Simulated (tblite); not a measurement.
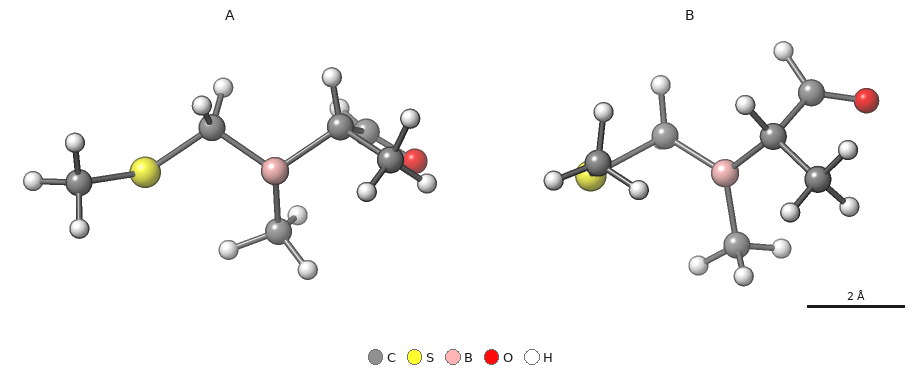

Two geometries of C6H13BOS, drawn at one scale. One is the start of a relaxation, the other its converged end. A ball-and-stick model, seen from a free direction.

Level of theory: tblite 0.8.0, GFN2-xTB geometry optimisation, gas phase. 

### Which one is relaxed?

Structure B is the relaxed one. The atom that moves furthest after the best rigid fit is an H atom (2.26 Å). Largest moves by element: H 2.26 Å, C 1.41 Å, O 1.39 Å, B 0.88 Å, S 0.32 Å. Some distances before and after: C–S 1.764 → 1.844 Å, C–H 1.149 → 1.088 Å, B–C 1.640 → 1.603 Å, B–C 1.602 → 1.566 Å. Among the angles between lasting bonds that change: C–S–C 117.6° → 100.1°, B–C–H 106.3° → 116.8°, B–C–C 106.6° → 115.9°. Groups turn about C–S by about 55°, C–C by about 45°, C–S by about 30°. The energy falls by 40.3 kcal/mol in 289 geometry steps.
